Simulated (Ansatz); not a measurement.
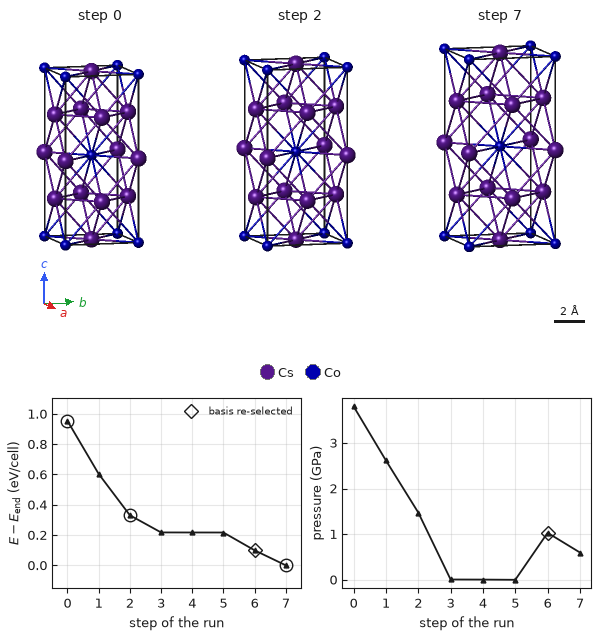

Frames of a relaxation of crystalline Cs3Co (built on the TiAl3 (D0_22)_139 type), marked on the history of the run. Style: ball-and-stick. Shown: the conventional cell (2 times the calculation's cell), slightly off an axis. Lengths and directions refer to the drawn axes.

Case: TiAl3 (D0_22) type (I4/mmm, No. 139).

Method: Ansatz 0.2.0, DFT PBE, scalar-relativistic, plane waves, PAW. Set-up: plane-wave cutoff 420 eV; k-point mesh 14 × 14 × 14; occupations gaussian; smearing width 0.1 eV; collinear spin; cell and atoms relaxed; force threshold 0.01 eV/Å; at most 80 steps.

### Describe the path.

The run was cut off at its time limit before the relaxation converged, so the last structure is only a point on the way. No atom moves by more than 0.005 Å relative to the cell. Cell: a = b 5.087 → 6.006 Å (+18.1 %), c 11.363 → 12.648 Å (+11.3 %). Volume +55.2 %. Some distances before and after: Co–Cs 3.597 → 4.247 Å, Cs–Cs 3.597 → 4.247 Å, Co–Cs 3.813 → 4.361 Å, Cs–Cs 3.813 → 4.361 Å. The space group stays I4/mmm (No. 139). Over 6 accepted moves (7 points after the start) the energy falls by 0.954 eV per cell of the calculation. All forces vanish by symmetry, so only the cell relaxes. The pressure goes from 3.80 to 0.60 GPa. At 1 point the geometry stayed and the basis and grid were re-selected for the new cell (energy shift of 0.118 eV per cell of the calculation at most each time). Cost: 34 min on 1 thread of Intel(R) Xeon(R) Platinum 8259CL CPU @ 2.50GHz (Skylake/Cascade Lake), with other jobs on the host, peak memory 2 GiB. From step 0 to 2: volume +25.6 %, energy −0.623 eV per cell of the calculation. From step 2 to 7: volume +23.6 %, energy −0.331 eV per cell of the calculation.

```csv
step,"E − E(0), meV/atom","pressure, GPa","volume, Å³/atom",note
0,0.00,3.80,36.756,
1,-87.52,2.61,40.917,
2,-155.79,1.47,46.149,
3,-184.19,0.01,52.108,
4,-184.28,0.00,52.158,
5,-184.31,0.00,52.225,
6,-213.74,1.03,52.225,"same geometry, new basis"
7,-238.54,0.60,57.037,
```
